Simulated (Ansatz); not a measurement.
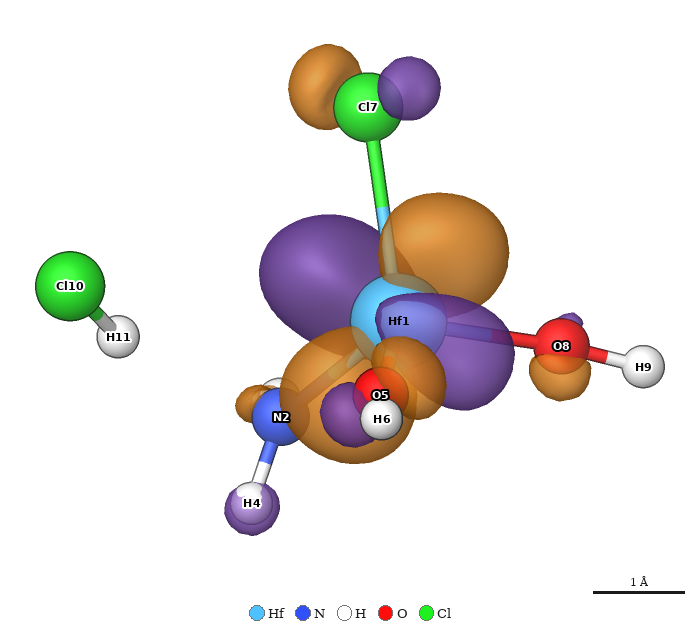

*ClH$_{4}$HfNO$_{2}$···HCl. One frontier orbital at ±0.15 Å⁻³ᐟ² (orange and purple are the two phases), seen from one side.*

Core potentials replace the inner electrons of Hf; not at a stationary point (largest force 1.4 eV/Å).

The calculation used RKS B3LYP/def2-SVP in Ansatz.

```tsv
atom	x (Å)	y (Å)	z (Å)
Hf	-0.1268	-0.1604	0.1674
N	-0.0650	0.0452	2.3210
H	-0.9078	0.0960	2.8946
H	0.6928	-0.3097	2.9046
O	1.6774	-0.3852	-0.4488
H	2.5021	-0.4840	-0.9266
Cl	-1.4268	1.5950	-0.8089
O	-1.1063	-1.7587	-0.2258
H	-1.4951	-2.6109	-0.4233
Cl	1.6032	2.9197	1.3457
H	0.8950	2.0664	2.0993
```

**Which orbital is it: HOMO or LUMO?**

The LUMO, at −0.44 eV. It lies mainly on Hf1 (about 70 %), Cl7 (about 10 %), O5 (about 5 %) and N2 (about 5 %).
